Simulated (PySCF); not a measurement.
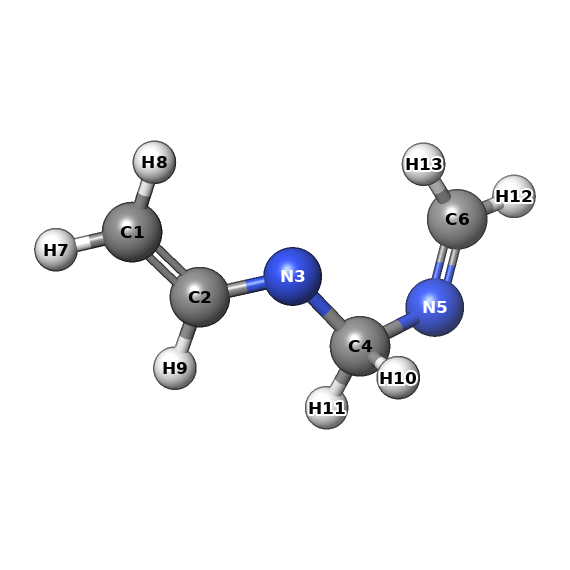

Charge 0, doublet. The computed structure is the end point of a GFN2-xTB optimisation. No frequency run is at hand to confirm it as a minimum. Computed with UKS B3LYP, pcH-1 on C H N, non-relativistic (PySCF 2.14.0). Fermi-contact and spin-dipolar terms alone, no spin-orbit part.

Which nucleus has the largest dipolar (anisotropic) hyperfine coupling?

Answer. 13C at C1: principal values −54.5, −52.9, 107.4 MHz.

List the isotropic and dipolar parts for the most strongly coupled nuclei, one of each equivalent set.

```
atom  isotope  a_iso (MHz)   dipolar part (MHz)
  C1      13C         55.1  −54.5, −52.9, 107.4
  N3      14N         21.0   −24.9, −24.4, 49.2
  C2      13C        −48.4    −29.1, 11.0, 18.1
  H7       1H        −44.0    −26.5, −0.9, 27.4
  H8       1H        −42.8    −22.9, −2.2, 25.0
 H10       1H         91.3      −4.3, −2.0, 6.3
 H11       1H         17.0      −3.2, −2.7, 5.9
  H9       1H          9.6      −5.5, −0.3, 5.8
```
